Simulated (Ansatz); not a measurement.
SiO2 (rutile)

```cif
data_O4Si2
_chemical_formula_sum 'Si2 O4'
_space_group_name_H-M_alt 'P 1'
_space_group_IT_number 1
_cell_length_a 4.19454
_cell_length_b 4.19454
_cell_length_c 2.67824
_cell_angle_alpha 90.000
_cell_angle_beta 90.000
_cell_angle_gamma 90.000
loop_
_space_group_symop_operation_xyz
  'x, y, z'
loop_
_atom_site_label
_atom_site_type_symbol
_atom_site_fract_x
_atom_site_fract_y
_atom_site_fract_z
_atom_site_occupancy
Si1 Si 0.50000 0.50000 0.50000 1
Si2 Si 0.00000 0.00000 0.00000 1
O1 O 0.80605 0.80605 0.50000 1
O2 O 0.30605 0.69395 0.00000 1
O3 O 0.69395 0.30605 0.00000 1
O4 O 0.19395 0.19395 0.50000 1
```

This relaxed cell (volume V₀) is scaled evenly in all directions, its shape held. The atoms relax within the cell's symmetry.

Computed with PBEsol (plane waves to 420 eV, PAW, scalar-relativistic; Ansatz, a program for electronic structure). k mesh 8×8×12 (Γ-centred), Fermi-Dirac smearing 0.05 eV. Energies are smeared free energies. With the shape held, the modulus is that of even scaling; a crystal free to change shape is softer. SiO2 was relaxed with its symmetry unable to fall. The PAW data are Ansatz's earlier set. ΔE is measured from the relaxed starting cell.

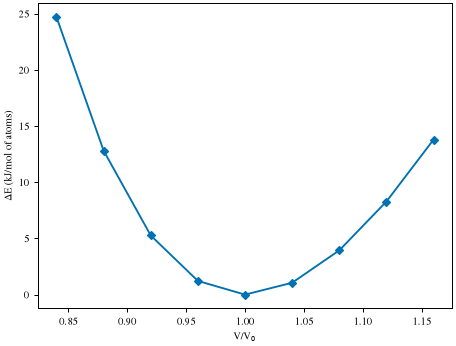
Figure. ΔE (kJ/mol of atoms) against V/V₀; computed points joined by lines.

The energy cost of the largest expansion is 143.0 meV/atom, the energy cost of the largest compression is 256.0 meV/atom and the equilibrium volume of the fit is 7.85 Å³/atom. The pressure for 5 % compression (fit) comes out as 17.1 GPa and the bulk modulus at fixed cell shape B₀ (third-order Birch-Murnaghan fit) is 298 GPa.

P = (3B₀/2)(x⁷ − x⁵)[1 + ¾(B₀′ − 4)(x² − 1)] with x = (1/0.95)^(1/3), B₀ = 298 GPa and B₀′ = 4.40.

(A scan under strain: stresses follow from slopes of the energy per volume, elastic moduli from its curvatures.)
